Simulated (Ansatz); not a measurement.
The figure comes from a scan of Au (fcc, Cu type): one Au atom of a 4-atom cell moves by s towards the nearest neighbour, with its periodic images. These are r2SCAN (plane waves to 500 eV, PAW, scalar-relativistic; Ansatz, an electronic-structure program) values and carry that method's errors. k mesh 9×9×9 (Γ-centred), Fermi-Dirac smearing 0.05 eV. The energy includes the smearing's −TS. With partly filled bands, energies and forces of such displacements shift with the k mesh and the smearing. On this mesh the relaxed cell isn't quite at rest: it carries a pressure of -0.1 GPa (compression positive) at the zero of the scan. Au was relaxed with its symmetry unable to fall. Spin-orbit coupling is left out, though Au is heavy. The PAW data are Ansatz's earlier set. ΔE is measured from the undisplaced structure.

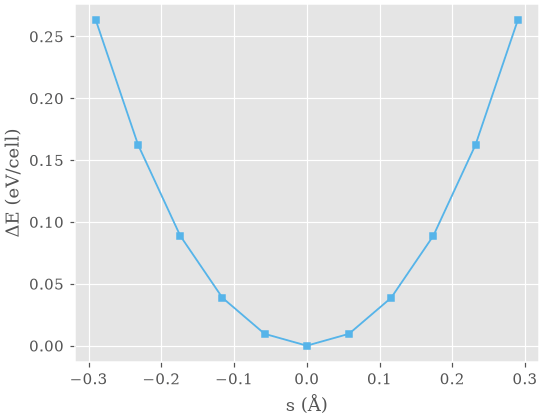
Fig. 1. ΔE (eV/cell) against s (Å); markers are the computed points, lines only join them.

Q: Read the plotted values off the figure, to the accuracy that the plot allows.

A: To the nearest 0.005:

```tsv
s (Å)	ΔE (eV/cell)
-0.290	0.265
-0.232	0.160
-0.174	0.090
-0.116	0.040
-0.058	0.010
0.000	0.000
0.058	0.010
0.116	0.040
0.174	0.090
0.232	0.160
0.290	0.265
```

(A displaced cell: forces are minus the slopes of the energy, force constants its curvatures, and phonons follow from these.)
